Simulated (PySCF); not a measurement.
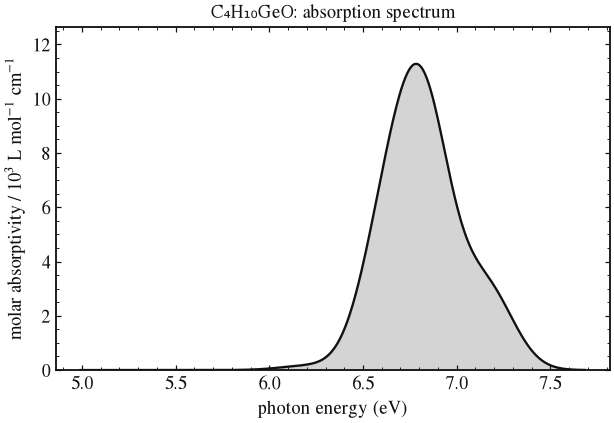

Computed absorption of C₄H₁₀GeO, SMILES C=[C](C)[GeH2][O]C, singlet. Vertical TDDFT excitations, PBE0/def2-SVPD in PySCF, at a GFN2-xTB geometry (no frequency check), gas phase. The lowest 6 singlet states are shown; each is broadened by a Gaussian of 1/e half-width 0.20 eV.

Q: Does any vertical transition fall in the visible?

A: No singlet lies below 3.1 eV (beyond 400 nm), so at this level no vertical transition falls in the visible.

Q: Where is the lowest singlet, and is it bright?

A: S1 lies at 6.19 eV (200 nm) with f = 0.002, mainly HOMO → LUMO (80 %); it is dark or nearly so.

Note: the tight-binding geometry is rougher than a DFT one and adds to the error; one conformer of a flexible molecule; core orbitals are frozen in the response.
